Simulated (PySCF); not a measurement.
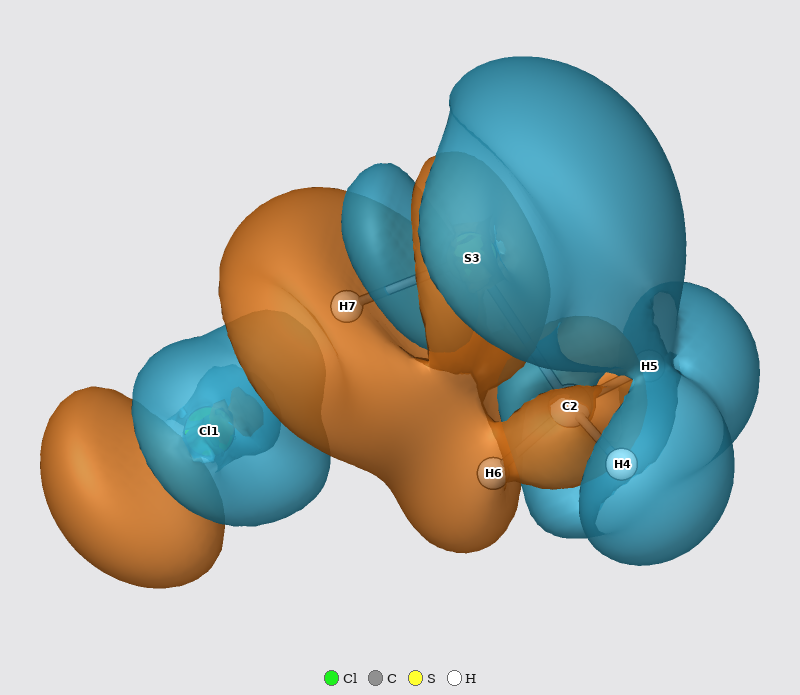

Figure 1: CH$_{4}$ClS, charge −1, SMILES `[Cl-].CS`. Density of the complex less the densities of the two fragments at the same geometry, ±0.004 e/Å³ (light blue: gain, orange: loss). Fragment A: Cl(−1) (atom 1); fragment B: H4CS.

PySCF calculation, BP86/def2-SVPD, gas phase; geometry: GFN2-xTB. GFN2-xTB bond lengths at metals and heavier atoms can be off by up to 0.1 Å and shapes distorted, which carries into these values.

> Which way does charge flow?

Hirshfeld charges show 0.091 e passing from A to B. By Hirshfeld charges, electrons gather most on S3 (−0.114 e) and leave Cl1 most (+0.091 e); 0.32 e is displaced in all.

> What is the interaction energy, and which contacts carry it?

The counterpoise-corrected interaction energy of the frozen fragments is −13.2 kcal/mol without dispersion correction and −15.3 kcal/mol with D3(BJ). The pair geometry is semi-empirical, not a minimum at this level. Contacts: Cl1···H7, hydrogen bond, 2.00 Å, ρ = 0.044 a.u.; Cl1···H6, weak C–H hydrogen bond, 2.72 Å, ρ = 0.012 a.u. The pose is a local one from a semi-empirical search, not shown to be the most stable.
